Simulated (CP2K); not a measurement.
**GeSi2H6F2 (SMILES [F][GeH2][SiH](F)[SiH3]) at GFN2-xTB**

What is the energy difference between two shapes of GeSi2H6F2 at GFN2-xTB? 

Program for the calculation: CP2K 2026.2.

5 further runs of the same task are left out: 2 that didn't finish, 3 set aside as unsound or not needed.

**1. The molecule**

GeSi2H6F2 has 11 atoms, charge 0, and is taken as a singlet. As SMILES, `[F][GeH2][SiH](F)[SiH3]`. The shape comes from a force field and isn't a relaxed structure. This is one conformer, not always the lowest.

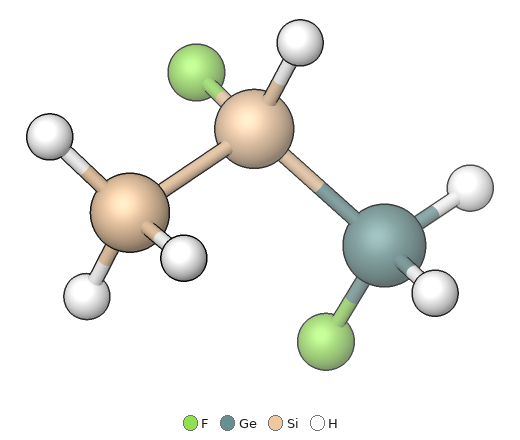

The structure, seen from a chosen angle (fluorine green, germanium teal, silicon light orange, hydrogen white).

**2. Energy and gradient at GFN2-xTB**

Input file cp2k_ase.py:

```python
import numpy as np
from ase import Atoms
from ase.calculators.cp2k import CP2K

atoms = Atoms(['F', 'Ge', 'Si', 'F', 'Si', 'H', 'H', 'H', 'H', 'H', 'H'],
              positions=[(-2.521700, 0.745200, -0.308800),
                         (-1.472600, 0.599100, 1.033200),
                         (0.214000, -0.825600, 0.419600),
                         (-0.318700, -2.320400, 0.015400),
                         (1.333400, 0.022600, -1.337000),
                         (-2.233100, 0.027200, 2.245100),
                         (-0.848600, 1.984900, 1.417100),
                         (1.216000, -0.963400, 1.554800),
                         (1.886900, 1.360100, -0.912600),
                         (2.425700, -0.872900, -1.686000),
                         (0.383900, 0.186100, -2.420200)])
atoms.set_cell([20.9, 20.3, 20.7])
atoms.center()
inp = """
&FORCE_EVAL
   METHOD QS
   &DFT
      CHARGE 0
      MULTIPLICITY 1
      # Quickstep
      &QS
         METHOD XTB
         EPS_DEFAULT 1.0E-10
         &XTB
            GFN_TYPE TBLITE
            &TBLITE
               METHOD GFN2
            &END TBLITE
            CHECK_ATOMIC_CHARGES F
         &END XTB
      &END QS
      # cluster boundary conditions
      &POISSON
         PERIODIC NONE
         POISSON_SOLVER ANALYTIC
      &END POISSON
      # self-consistent field
      &SCF
         SCF_GUESS ATOMIC
         EPS_SCF 1.0E-06
         MAX_SCF 150
         ADDED_MOS 8
         &DIAGONALIZATION
            ALGORITHM STANDARD
         &END DIAGONALIZATION
         &MIXING
            METHOD DIRECT_P_MIXING
            ALPHA 0.4
         &END MIXING
         &SMEAR ON
            METHOD FERMI_DIRAC
            ELECTRONIC_TEMPERATURE [K] 300
         &END SMEAR
      &END SCF
      # extra output
      &PRINT
         &MOMENTS
            PERIODIC F
            REFERENCE COM
            MAX_MOMENT 1
         &END MOMENTS
         &MO ON
            ENERGIES T
            OCCUPATION_NUMBERS T
            NDIGITS 6
            &EACH
               QS_SCF 0
            &END EACH
            ADD_LAST NUMERIC
         &END MO
         &HIRSHFELD OFF
         &END HIRSHFELD
      &END PRINT
   &END DFT
   # atoms, cell and kinds
   &SUBSYS
   &END SUBSYS
&END FORCE_EVAL
"""
calc = CP2K(command="cp2k.psmp -s", label="molecule", inp=inp, basis_set=None, basis_set_file=None, potential_file=None, pseudo_potential=None, xc=None, cutoff=None, max_scf=None, charge=None, uks=False,
            force_eval_method=None, print_level="LOW", poisson_solver=None, stress_tensor=False)
atoms.calc = calc
print("E / eV:", round(atoms.get_potential_energy(), 6))
forces = atoms.get_forces()
print(np.array2string(forces, precision=5, suppress_small=True))
print("largest force / (eV/A): %.4f" % np.linalg.norm(forces, axis=1).max())
```

Launch:

```
$ OMP_NUM_THREADS=1 python cp2k_ase.py
```

What it wrote:

```text
E / eV: -489.751561
[[-0.57153  0.36245 -0.26314]
 [ 0.87886 -0.30978  1.2027 ]
 [ 0.77253 -0.87822  0.63326]
 [ 0.12892  0.45877  0.39189]
 [ 0.55758  0.68666 -0.14095]
 [-0.37577  0.46995 -0.21845]
 [-0.63141 -0.27443 -0.22502]
 [-0.76864 -0.18344 -0.41587]
 [-0.18587 -0.53425 -0.33448]
 [ 0.16391  0.0537  -0.22839]
 [ 0.03142  0.14859 -0.40154]]
largest force / (eV/A): 1.5215
```

molecule.out, shortened:

```text
CP2K| version string:                                       CP2K version 2026.2
[...]
 GLOBAL| Method name                                                        CP2K
[...]
 GLOBAL| Run type                                                   ENERGY_FORCE
[...]
 *** WARNING in qs_kind_types.F:2330 :: Information provided in the input ***
 *** file regarding BASIS for KIND <F> will be ignored!                   ***
 *** WARNING in qs_kind_types.F:2330 :: Information provided in the input ***
 *** file regarding BASIS for KIND <Ge> will be ignored!                  ***
 *** WARNING in qs_kind_types.F:2330 :: Information provided in the input ***
 *** file regarding BASIS for KIND <Si> will be ignored!                  ***
 *** WARNING in qs_kind_types.F:2330 :: Information provided in the input ***
 *** file regarding BASIS for KIND <H> will be ignored!                   ***
[...]
  *** SCF run converged in    17 steps ***
[...]
 ENERGY| Total FORCE_EVAL ( QS ) energy [hartree]            -17.998039491797350
[...]
```

Run time: 1.2 s. Hardware: 1 thread of Arm Neoverse N1, shared host; peak memory 0.14 GiB.

**3. The distorted shape, same level**

Input file job.py:

```python
import numpy as np
from ase import Atoms
from ase.calculators.cp2k import CP2K

atoms = Atoms(['F', 'Ge', 'Si', 'F', 'Si', 'H', 'H', 'H', 'H', 'H', 'H'],
              positions=[(-2.526164, 0.770794, -0.230019),
                         (-1.458338, 0.613121, 1.080894),
                         (0.346517, -0.666622, 0.446592),
                         (-0.451548, -2.338152, 0.009283),
                         (1.375899, 0.025177, -1.454519),
                         (-2.121570, 0.046754, 2.125207),
                         (-0.796942, 1.906919, 1.386434),
                         (1.275352, -1.101406, 1.485580),
                         (1.867194, 1.414622, -0.805581),
                         (2.457739, -0.917736, -1.686918),
                         (0.523915, 0.241704, -2.435210)])
atoms.set_cell([21.0, 20.2, 20.6])
atoms.center()
cp2k_input = """
&FORCE_EVAL
    METHOD Quickstep
    &DFT
        # Quickstep
        &QS
            METHOD XTB
            EPS_DEFAULT 1.0E-10
            &XTB
                GFN_TYPE TBLITE
                &TBLITE
                    METHOD GFN2
                &END TBLITE
                CHECK_ATOMIC_CHARGES F
            &END XTB
        &END QS
        &POISSON
            PERIODIC NONE
            POISSON_SOLVER ANALYTIC
        &END POISSON
        # SCF settings
        &SCF
            SCF_GUESS ATOMIC
            EPS_SCF 1.0E-06
            MAX_SCF 150
            ADDED_MOS 8
            &DIAGONALIZATION
                ALGORITHM STANDARD
            &END DIAGONALIZATION
            &MIXING
                METHOD DIRECT_P_MIXING
                ALPHA 0.4
            &END MIXING
            &SMEAR ON
                METHOD FERMI_DIRAC
                ELECTRONIC_TEMPERATURE [K] 300
            &END SMEAR
        &END SCF
        # extra output
        &PRINT
            &MOMENTS
                PERIODIC F
                REFERENCE COM
                MAX_MOMENT 1
            &END MOMENTS
            &MO ON
                ENERGIES T
                OCCUPATION_NUMBERS T
                NDIGITS 6
                &EACH
                    QS_SCF 0
                &END EACH
                ADD_LAST NUMERIC
            &END MO
            &HIRSHFELD OFF
            &END HIRSHFELD
        &END PRINT
    &END DFT
    &SUBSYS
    &END SUBSYS
&END FORCE_EVAL
"""
calculator = CP2K(command="cp2k.psmp -s", label="molecule", inp=cp2k_input, basis_set=None, basis_set_file=None, potential_file=None, pseudo_potential=None, xc=None, cutoff=None, max_scf=None, charge=None, uks=False,
            force_eval_method=None, print_level="LOW", poisson_solver=None, stress_tensor=False)
atoms.calc = calculator
print("E / eV:", round(atoms.get_potential_energy(), 6))
forces = atoms.get_forces()
print(np.array2string(forces, precision=5, suppress_small=True))
print("largest force / (eV/A): %.4f" % np.linalg.norm(forces, axis=1).max())
```

Launch:

```
$ OMP_NUM_THREADS=1 python job.py
```

What it wrote:

```text
E / eV: -488.589484
[[-0.52572  0.34097 -0.35104]
 [ 2.75189  0.30941 -1.80416]
 [-1.02426 -2.98533 -0.63988]
 [ 1.10853  2.26383  0.72278]
 [ 3.29728  0.45672  4.17646]
 [-2.20366 -0.99295  2.61525]
 [-0.44514  0.69324  0.08602]
 [-0.20951 -0.02621  0.16616]
 [-0.15649 -1.06224 -0.93846]
 [ 0.21981  0.16039 -0.31039]
 [-2.81272  0.84216 -3.72275]]
largest force / (eV/A): 5.3407
```

molecule.out, shortened:

```text
CP2K| version string:                                       CP2K version 2026.2
[...]
 GLOBAL| Method name                                                        CP2K
[...]
 GLOBAL| Run type                                                   ENERGY_FORCE
[...]
 *** WARNING in qs_kind_types.F:2330 :: Information provided in the input ***
 *** file regarding BASIS for KIND <F> will be ignored!                   ***
 *** WARNING in qs_kind_types.F:2330 :: Information provided in the input ***
 *** file regarding BASIS for KIND <Ge> will be ignored!                  ***
 *** WARNING in qs_kind_types.F:2330 :: Information provided in the input ***
 *** file regarding BASIS for KIND <Si> will be ignored!                  ***
 *** WARNING in qs_kind_types.F:2330 :: Information provided in the input ***
 *** file regarding BASIS for KIND <H> will be ignored!                   ***
[...]
  *** SCF run converged in    19 steps ***
[...]
 ENERGY| Total FORCE_EVAL ( QS ) energy [hartree]            -17.955333933618242
[...]
```

Run time: 1.2 s. Hardware: 1 thread of Arm Neoverse N1, shared host; peak memory 0.14 GiB.

**4. Outcome**

Level: GFN2-xTB.

| quantity | value |
| --- | --- |
| first shape: total energy | -17.99804 Eh |
| first shape: dipole moment (from atomic charges alone) | 2.88 D |
| first shape: HOMO energy | -10.12 eV |
| first shape: LUMO energy | -6.24 eV |
| first shape: HOMO–LUMO gap | 3.88 eV |
| distorted shape: total energy | -17.95533 Eh |
| distorted shape: dipole moment (from atomic charges alone) | 3.75 D |
| distorted shape: HOMO energy | -10.11 eV |
| distorted shape: LUMO energy | -6.70 eV |
| distorted shape: HOMO–LUMO gap | 3.40 eV |
| energy change with the atoms displaced | 1.162 eV |

**Reading.** With the atoms displaced the energy rises by 1.16 eV (112 kJ/mol). The first shape isn't relaxed at this level, so the change isn't measured from a minimum. The dipole (first shape) comes from point charges on the atoms alone, without atomic dipoles, so it is partial. The dipole (distorted shape) comes from point charges on the atoms alone, without atomic dipoles, so it is partial.
